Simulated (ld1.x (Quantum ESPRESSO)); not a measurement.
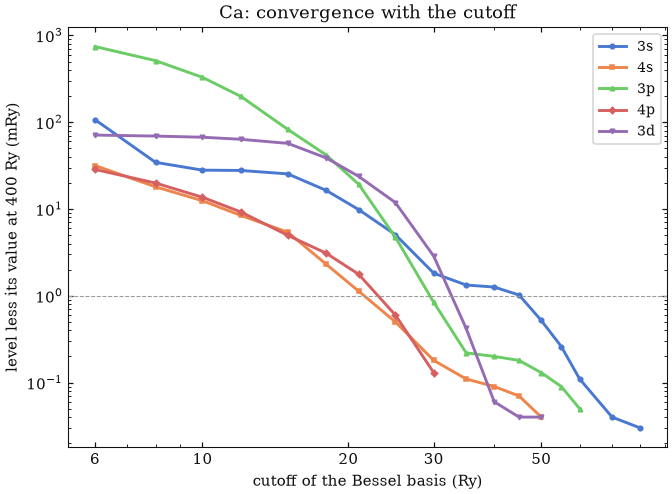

The pseudo-atom Hamiltonian at the reference potential is diagonalised in spherical Bessel functions (20 bohr box) up to the cutoff. Curves: distance of each valence level from its value at 400 Ry.

Ca, norm-conserving Troullier–Martins (Kleinman–Bylander form), made with ld1.x (Quantum ESPRESSO) 7.5 (PBEsol, scalar-relativistic). Core [Ne], reference 3s2 3p6 3d1 4s1 4p0. Waves: 3s (bound): rc 1.75 bohr; 3p (bound): rc 1.85 bohr; 3d (bound): rc 2.50 bohr. Local part: the d channel. Core correction: none.

### From which cutoff is the occupation-weighted sum of levels good to 10 mRy, and to 1 mRy?

35 Ry and 60 Ry, on the ladder of cutoffs that was run.

### At which cutoff does each level come within 1 mRy for good?

3s: 50 Ry; 4s: 25 Ry; 3p: 30 Ry; 4p: 25 Ry; 3d: 35 Ry.

### Which occupied shell is the hardest?

3s: its level needs 50 Ry to come within 1 mRy, against 35 Ry for 3d.

The potential isn't sound: the pseudo-atom misses its own reference levels by up to 0.16 eV.
